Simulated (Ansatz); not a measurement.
BN: response to strain

The parent structure is BN in the wurtzite structure (space group P6_3mc, No. 186; a = 2.541 Å, c = 4.203 Å). Axes: x lies along a and z along c of the hexagonal cell.

Strains are applied to the cell and any free atomic positions relax.

All numbers come from PBEsol in Ansatz (plane waves to 420 eV, PAW, scalar-relativistic without spin-orbit coupling).

Notes on the quantities. energy relative to the base: free energy F.

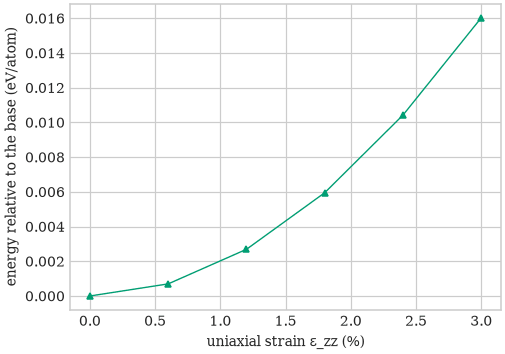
Fig. 1. Energy relative to the base against uniaxial strain ε_zz

| uniaxial strain ε_zz (%) | energy relative to the base |
|---|---|
| 0.6 | +0.7 meV/atom |
| 1.2 | +2.7 meV/atom |
| 1.8 | +6.0 meV/atom |
| 2.4 | +10 meV/atom |
| 3 | +16 meV/atom |

Stability against distortions was not tested.

Ansatz is a quantum-chemistry and plane-wave program.
